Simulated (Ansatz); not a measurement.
The calculation's input:

```
crystal:
  periodic: [false, false, false]
  atoms:
    - {symbol: C, position_ang: [-0.177741, -0.119259, 0.014867]}
    - {symbol: C, position_ang: [-0.726389, -1.221134, -0.022315]}
    - {symbol: Al, position_ang: [0.765852, 1.625407, -0.046039]}
    - {symbol: H, position_ang: [1.785453, 1.753247, 1.216625]}
    - {symbol: H, position_ang: [-1.200112, -2.182416, -0.062731]}
    - {symbol: H, position_ang: [-0.313893, 2.842846, -0.093098]}
basis:
  gaussian:
    orbitals: def2-TZVPD
total_charge: -1
magnetization:
  spin_polarized: true
  initial_magnetization: 1
hamiltonian:
  xc: pbe0
output: {forces: true, orbitals: {seedname: orbitals}}
```

Launched as:

```sh
ansatz run input.yaml --threads 2 --pin off --max-ram 4350MiB --events-out events.jsonl --progress --plain --runs-dir runs
```

Geometry: B3LYP-D3(BJ)/def2-SVPD; the highest occupied orbital lies above zero, a sign that basis and functional describe the outermost electron poorly.

Theory: isolated molecule in a Gaussian basis; Kohn-Sham density functional theory, functional PBE0 (Ansatz).

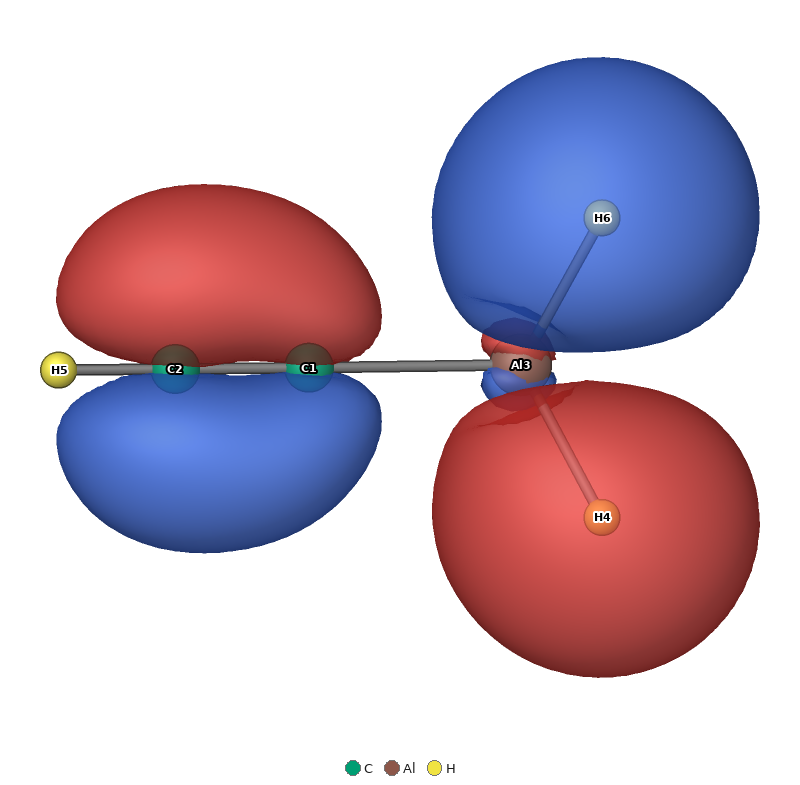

C$_{2}$H$_{3}$Al (SMILES [CH-]=[C][AlH2]) (charge −1, doublet). The HOMO (β) at ±0.06 Å⁻³ᐟ² (red and blue are the two phases), seen across its widest extent.

Q: What is the character of this orbital?

A: By Hirshfeld shares it lies mainly on Al3 (about 25 %), H4 (about 25 %), H6 (about 25 %), C2 (about 15 %) and C1 (about 10 %). Its energy is −2.63 eV.
